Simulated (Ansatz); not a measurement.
# BCCD(T)/def2-TZVPPD run of AlH3 (SMILES [AlH3])

Aim: the vertical singlet–triplet gap of AlH3 at BCCD(T)/def2-TZVPPD, from 2 runs. 

The calculation is run with Ansatz 0.2.0.

35 further runs of the same task are left out: 1 that didn't finish, 34 set aside as unsound or not needed.

## 1. The molecule

AlH3 has 4 atoms, charge 0, and is taken as a singlet. SMILES: `[AlH3]`. The shape is that of a PBE0-D4/def2-TZVP optimisation.

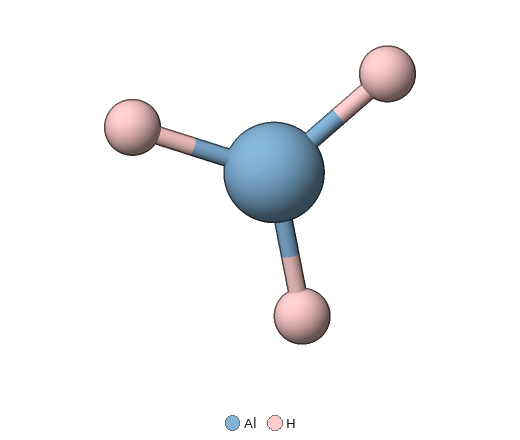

Viewed from a chosen angle; aluminium light blue, hydrogen pink.

## 2. The energy at BCCD(T)/def2-TZVPPD

input.yaml reads:

```yaml
crystal:
  periodic: [false, false, false]
  atoms:
    - {symbol: Al, position_ang: [0.013700, -0.014800, -0.005100]}
    - {symbol: H, position_ang: [0.633200, 0.670900, 1.283600]}
    - {symbol: H, position_ang: [-1.340800, -0.832000, 0.105100]}
    - {symbol: H, position_ang: [0.749400, 0.115700, -1.403900]}
basis:
  gaussian:
    orbitals: def2-TZVPPD.json
correlation:
  method: bccd_t
  frozen_orbitals: {Al: 5, H: 0}
accuracy: high
scf:
  omitted_lower_state_checks: [cluster_reference, increment]
```

The basis set def2-TZVPPD is read from a file made from the Basis Set Exchange's data (not shown).

Command:

```bash
$ ansatz run input.yaml --threads 1 --pin off --max-ram 3480MiB --events-out events.jsonl --progress --plain --runs-dir runs
```

Output, shortened:

```text
Warning: RAYON_NUM_THREADS=1 ignored (pool sized by the plan → 1); use --threads N
Functional definition: HF
  name "HF"
[...]
1496 factors; integrals over basis functions are off by at most 3.3e-9 eV
[...]
mean field -6629.83504055 eV, -243.6419438767 hartree, gradient 5.8e-8 eV, S^2 0.000000; 0 other end points of the search recorded, 0 dependent functions left out
5 core orbitals not correlated: weight in the atoms' cores, before any rotation towards them, 1.000 or more for the frozen orbitals, at most 0.000 for the correlated occupied ones
reference -6629.83504055 eV, -243.6419438767 hartree; 3, 3 occupied and 91, 91 virtual orbitals, 1496 factors
second order -2.57072233 eV of doubles, -0.00000000 eV of singles
cycle   1  -3.02374697 eV  change   -4.5e-1 eV  update   5.1e-2
[...]
cycle  20  -3.21077059 eV  change   1.5e-10 eV  update  2.1e-10
perturbative correction -0.04484499 eV, -0.0016480228 hartree
Total energy: -6633.09065613 eV, -243.7615855423 hartree
Checks for a lower state left out: cluster_reference, increment
```

Run time: 8.4 s. Hardware: 1 thread of Arm Neoverse V1, shared host; peak memory 0.74 GiB.

## 3. The triplet at the same level

Changes to input.yaml since step 2:

```diff
@@ -10,2 +10,5 @@
     orbitals: def2-TZVPPD.json
+magnetization:
+  spin_polarized: true
+  initial_magnetization: 2
 correlation:
```

The basis set def2-TZVPPD is read from a file made from the Basis Set Exchange's data (not shown).

Command:

```bash
$ ansatz run input.yaml --threads 1 --pin off --max-ram 3480MiB --events-out events.jsonl --progress --plain --runs-dir runs
```

Output, shortened:

```text
Warning: RAYON_NUM_THREADS=1 ignored (pool sized by the plan → 1); use --threads N
[... 2 set-up lines as earlier in the session ...]
[...]
1496 factors; integrals over basis functions are off by at most 3.3e-9 eV
[...]
mean field -6624.80248127 eV, -243.4570007344 hartree, gradient 3.8e-8 eV, S^2 2.006032; 4 other end points of the search recorded, 0 dependent functions left out
5 core orbitals not correlated: weight in the atoms' cores, before any rotation towards them, 1.000 or more for the frozen orbitals, at most 0.000 for the correlated occupied ones
reference -6624.80248127 eV, -243.4570007344 hartree; 4, 2 occupied and 90, 92 virtual orbitals, 1496 factors
second order -2.24406547 eV of doubles, -0.00000000 eV of singles
cycle   1  -2.67032513 eV  change   -4.3e-1 eV  update   6.9e-2
[...]
cycle  41  -2.97236431 eV  change   2.9e-11 eV  update  1.3e-10
perturbative correction -0.12112401 eV, -0.0044512254 hartree
Total energy: -6627.89596960 eV, -243.5706843336 hartree
Checks for a lower state left out: cluster_reference, increment
```

Run time: 33 s. Hardware: 1 thread of Arm Neoverse V1, shared host; peak memory 1.6 GiB.

## 4. What came out

At BCCD(T)/def2-TZVPPD, 5 core orbitals frozen:

```
                                            quantity          value
                               singlet: total energy  -243.76159 Eh
singlet: correlation energy (5 core orbitals frozen)     -119.6 mEh
                             singlet: (T) correction      -1.65 mEh
                               triplet: total energy  -243.57068 Eh
triplet: correlation energy (5 core orbitals frozen)     -113.7 mEh
                             triplet: (T) correction      -4.45 mEh
          triplet: ⟨S²⟩ of the reference determinant          2.006
    vertical energy of the triplet above the singlet       5.195 eV
```

In words: At this shape the triplet lies 5.19 eV (120 kcal/mol) above the singlet. The triples (singlet) make up 1.4 % of the correlation energy. The triples (triplet) make up 3.9 % of the correlation energy.
